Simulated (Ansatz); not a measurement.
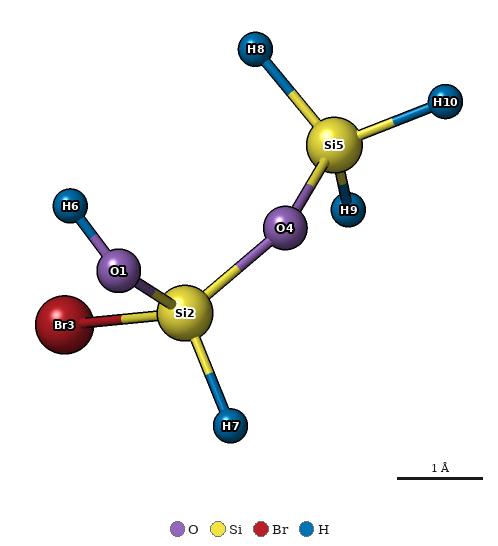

**Figure 1.** The structure (ball-and-stick view, seen at a tilt; atoms are numbered from 1 in the order of the input). Bond lengths as drawn: Br–Si 2.23 Å, H–O 0.96 Å, H–Si 1.47 to 1.48 Å and O–Si 1.62 to 1.65 Å.

# What a change does: single-point calculation on Si$_{2}$H$_{5}$BrO$_{2}$

System: Si$_{2}$H$_{5}$BrO$_{2}$, SMILES O[SiH](Br)O[SiH3].
Method of run 1: RKS SPW92/def2-TZVPP (Ansatz 0.2.0).

The geometry comes from this level: PBE0-D4/def2-TZVP. Text and figures count atoms from 1; the logs count them from 0 in places.

Input, run 1:
```yaml
crystal:
  periodic: [false, false, false]
  atoms:
    - {symbol: O, position_ang: [-0.307638, 0.006453, 2.457376]}
    - {symbol: Si, position_ang: [-0.865615, 0.333840, 0.968709]}
    - {symbol: Br, position_ang: [-0.411056, 2.449417, 0.438963]}
    - {symbol: O, position_ang: [-0.196780, -0.604512, -0.163980]}
    - {symbol: Si, position_ang: [0.699084, -0.638268, -1.543278]}
    - {symbol: H, position_ang: [0.591389, 0.249151, 2.685099]}
    - {symbol: H, position_ang: [-2.319730, 0.138789, 1.008653]}
    - {symbol: H, position_ang: [2.067090, -0.131065, -1.269467]}
    - {symbol: H, position_ang: [0.058468, 0.194688, -2.590200]}
    - {symbol: H, position_ang: [0.767885, -2.049692, -1.988874]}
basis:
  gaussian: {orbitals: def2-TZVPP}
hamiltonian: {xc: lda}
output: {orbitals: {seedname: orbitals}}
```

Hardware: 4 CPU threads, shared host.

Output (run 1):
```
Functional definition: SPW92
  exchange = slater_x
  correlation = pw_c
1549 factors; their error is unknown
mean field evaluation 1: about -89782.8174 eV, gradient 8.7e1 eV
mean field evaluation 2: about -89716.5708 eV, gradient 2.0e2 eV
mean field evaluation 4: about -89794.5731 eV, gradient 1.1e1 eV
mean field evaluation 8: about -89794.8007 eV, gradient 3.3e-1 eV
mean field evaluation 16: about -89794.7427 eV, gradient 4.7e-4 eV
mean field -89794.74265419 eV, -3299.8959274790 hartree, gradient 2.3e-5 eV, S^2 0.000000; 0 other end points of the search recorded, 0 dependent functions left out
reference -89794.74269755 eV, -3299.8959290723 hartree; 42, 42 occupied and 222, 222 virtual orbitals, 1549 factors
Total energy: -89794.74269755 eV, -3299.8959290723 hartree
```

Run 2 used a changed input.

The two runs side by side:

| quantity | run 1 | run 2 |
| --- | --- | --- |
| outcome | converged | converged |
| total energy (hartree) | −3299.895929 | −3304.285076 |
| HOMO (eV) | −7.42 | −11.67 |
| LUMO (eV) | −1.15 | 2.97 |
| basis functions | 264 | 264 |
| wall time (shared host) | 1.4 s | 2.5 min |

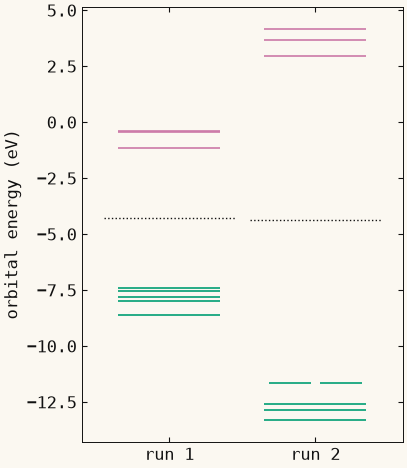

**Figure 2.** The five highest filled and three lowest empty orbital energies of the two runs; the dotted lines part filled from empty levels. The HOMO–LUMO gap is 6.27 eV in run 1 and 14.63 eV in run 2.

What was changed in the input?

The change (lines with − go, lines with + come):
```diff
-hamiltonian: {xc: lda}
+correlation: {method: ccsd_t}
```

The total energies belong to different methods, so their difference says nothing on which is more stable or more accurate. The HOMO goes from −7.42 to −11.67 eV. The LUMO goes from −1.15 to 2.97 eV.

Output (run 2):
```
Functional definition: HF
  exchange = exact_x
  correlation = 0
1596 factors; integrals over basis functions are off by at most 8.3e-4 eV
mean field evaluation 1: about -89880.4317 eV, gradient 4.9e1 eV
mean field evaluation 2: about -89880.7524 eV, gradient 4.9e1 eV
mean field evaluation 4: about -89885.2651 eV, gradient 3.5e0 eV
mean field evaluation 8: about -89885.3307 eV, gradient 2.8e-1 eV
mean field evaluation 16: about -89880.4320 eV, gradient 4.9e1 eV
mean field -89885.33096691 eV, -3303.2249865684 hartree, gradient 5.3e-6 eV, S^2 0.000000; 0 other end points of the search recorded, 0 dependent functions left out
21 core orbitals not correlated: weight in the atoms' cores, before any rotation towards them, 1.000 or more for the frozen orbitals, at most 0.000 for the correlated occupied ones
reference -89885.33096691 eV, -3303.2249865684 hartree; 21, 21 occupied and 222, 222 virtual orbitals, 1596 factors
second order -26.92589155 eV of doubles, -0.00000000 eV of singles
cycle   1  -27.12892466 eV  change   -2.0e-1 eV  update   1.1e-1
cycle   2  -27.77688730 eV  change   -6.5e-1 eV  update   3.0e-2
cycle   3  -27.90495228 eV  change   -1.3e-1 eV  update   1.5e-2
cycle   4  -27.88555412 eV  change    1.9e-2 eV  update   3.1e-3
cycle   5  -27.88512927 eV  change    4.2e-4 eV  update   1.4e-3
cycle   6  -27.88583682 eV  change   -7.1e-4 eV  update   3.7e-4
cycle   7  -27.88554959 eV  change    2.9e-4 eV  update   1.3e-4
cycle   8  -27.88551229 eV  change    3.7e-5 eV  update   3.6e-5
perturbative correction -0.96098959 eV, -0.0353157160 hartree
Total energy: -89914.17746879 eV, -3304.2850759596 hartree
```
